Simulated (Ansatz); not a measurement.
**BH4NO···H2: density, localisation and related maps**

Input file:

```
crystal:
  periodic: [false, false, false]
  atoms:
    - { symbol: B, position_ang: [0.0, 0.0, 0.0] }
    - { symbol: O, position_ang: [0.0, 0.0, 1.76] }
    - { symbol: H, position_ang: [-0.9095, -0.2814, 2.0971] }
    - { symbol: "N", position_ang: [1.3423, 0.0, -0.775] }
    - { symbol: H, position_ang: [1.8089, -0.9179, -1.0268] }
    - { symbol: H, position_ang: [1.7937, 0.9179, -1.0532] }
    - { symbol: H, position_ang: [-1.0305, 0.0, -0.595] }
    - { symbol: H, position_ang: [0.0668, 1.4124, 0.4698] }
    - { symbol: H, position_ang: [0.0544, 1.1498, 1.3187] }
basis:
  gaussian: { orbitals: def2-SVP }
hamiltonian:
  xc: pbe
relax:
  f_tol: 0.15
  max_steps: 25
  restrain:
    - { distance: [0, 7], at: 2.39, k: 30.0 }
    - { distance: [8, 1], at: 2.21, k: 30.0 }
    - { distance: [0, 1], at: 1.41, k: 30.0 }
    - { distance: [8, 7], at: 0.66, k: 30.0 }
output:
  orbitals: {}
```

Launched as:

```sh
ansatz run input.yaml --threads 1 --pin off --max-ram 2048MiB --backend cpu --events-out ev --progress --plain --runs-dir out
```

The fields are those of the run's last geometry, not of the input's.

Not at a stationary point (largest force 1.9 eV/Å).

Computed with Ansatz 0.2.0, RKS PBE/def2-SVP.

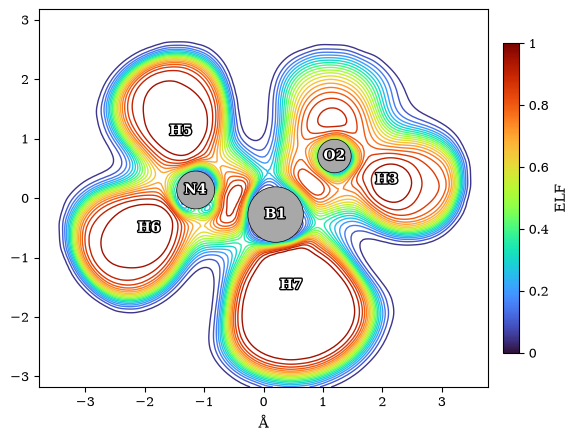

Figure 1. Electron localisation function on the plane of atoms B1, N4 and H5. Grey discs cover the atomic cores.

**What do the fields say about this system?**

- Atoms in the plane: B, O, H and N.
- B–O (1.40 Å): the ELF peaks at about 0.90 between the atoms, as expected for a shared but strongly polarised pair.
- B–N (1.41 Å): the ELF peaks at about 0.95 between the atoms: a polar covalent bond.
- O–H (0.97 Å): the ELF climbs to about 1 towards the hydrogen, as it does in any bond to H: an ordinary covalent bond to hydrogen.
- N–H (1.02 Å): the ELF climbs to about 1 towards the hydrogen; a covalent bond by its length.
- B–H (1.22 Å): the ELF climbs to about 1 towards the hydrogen; an ordinary covalent bond to hydrogen.
- The ELF also peaks beside O2, away from the bonds: lone-pair regions.

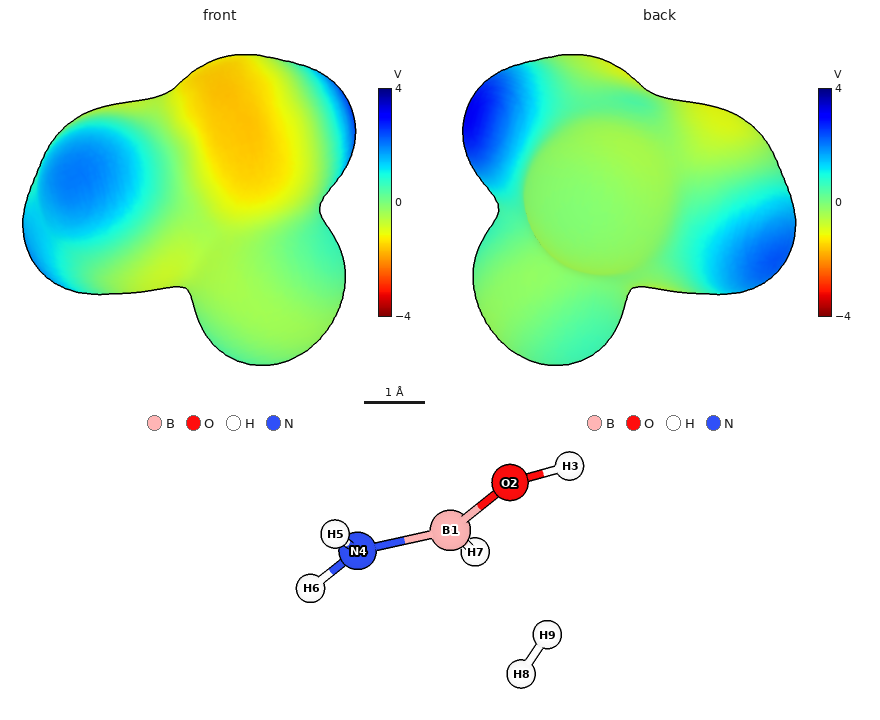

Figure 2. The molecular electrostatic potential painted on the density surface at 0.004 e/bohr³, seen from the front and from behind; the colour scale runs from red (negative) to blue (positive). The bare structure is drawn below in the same view.

**Where is the surface potential most negative and most positive?**

The most negative region (about −1.6 V) lies over O2, the most positive (about +2.9 V) over H3. O2 is the likeliest acceptor of a hydrogen bond.

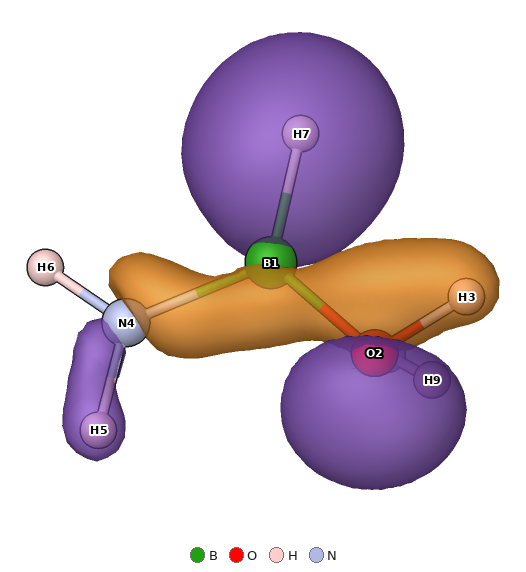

Figure 3. The HOMO−1 at ±0.15 Å⁻³ᐟ² (orange and purple are the two phases), seen from one side.

**Where does this orbital lie, and at what energy?**

By Hirshfeld shares it lies mainly on O2 (about 40 %), H7 (about 25 %) and B1 (about 20 %). Its energy is −7.22 eV.
